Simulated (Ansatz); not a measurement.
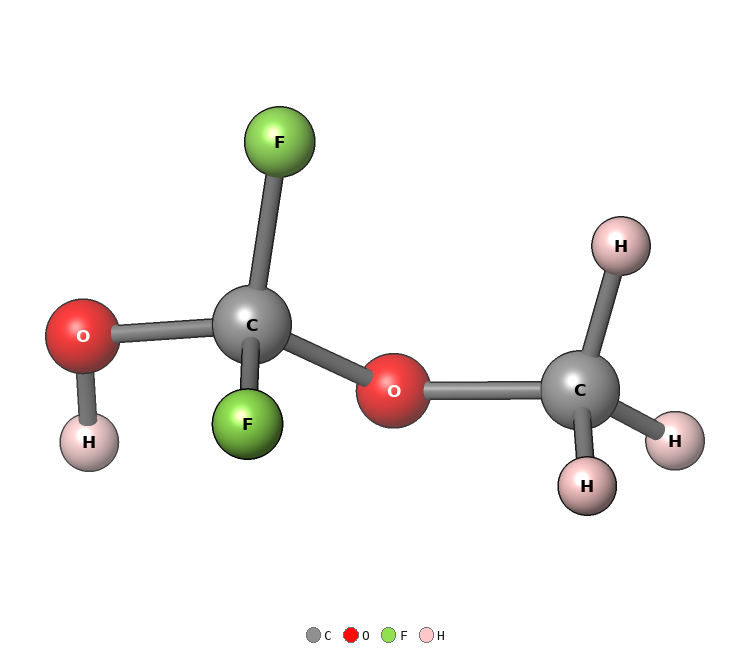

Orthographic view. Distant atoms are faded towards the background colour. The geometry was computed by an optimisation with PBE0-D4/def2-TZVP. No frequency run is at hand to confirm it as a minimum.

Question: Give the standard InChI.

Answer: InChI=1S/C2H4F2O2/c1-6-2(3,4)5/h5H,1H3
